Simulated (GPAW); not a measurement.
Band structure of K (Im-3m, 1 atom in the cell).

```
K
1.0
   -2.75880     2.75880     2.75880
    2.75880    -2.75880     2.75880
    2.75880     2.75880    -2.75880
K
1
Direct
  0.00000   0.00000   0.00000
```

Computed with PBE, GPAW PAW datasets PBE (gpaw-data 1.0.1) (plane waves; GPAW 25.7.0).

Settings: mode = pw; ecut = 550 eV; xc = PBE; kpts = 11 11 11; mesh shift (steps) = 0 0 0; occupations.name = methfessel-paxton; occupations.width = 0.1 eV; occupations.order = 0; nbands = -7; convergence.forces = 0.001 eV/Å; symmetry.symmorphic = false; symmetry.tolerance = 0.0005; maxiter = 100; bandpath_npoints = 40.

The starting cell comes from a database of computed structures (which also holds hypothetical and non-ambient phases and stackings), without a prior relaxation at this level. Its lattice was rescaled by a random factor within 2.5 % of one.

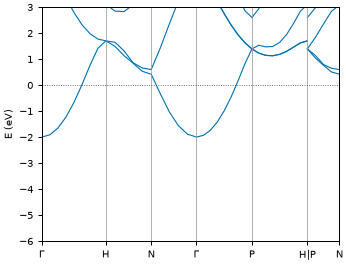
Figure. Bands along the path, energies from the Fermi level.

Levels in eV from the Fermi level, bands 1 to 8:
```tsv
point	1	2	3	4	5	6	7	8
Γ	-32.22	-15.71	-15.71	-15.71	-2.00	4.11	4.11	4.11
H	-32.22	-15.74	-15.74	-15.74	1.70	1.70	3.11	3.11
N	-32.22	-15.75	-15.73	-15.71	0.42	0.60	3.08	4.53
P	-32.22	-15.73	-15.73	-15.73	1.39	1.39	1.39	2.60
```

Bands cross the Fermi level along this path, so the cell is metallic at this level.
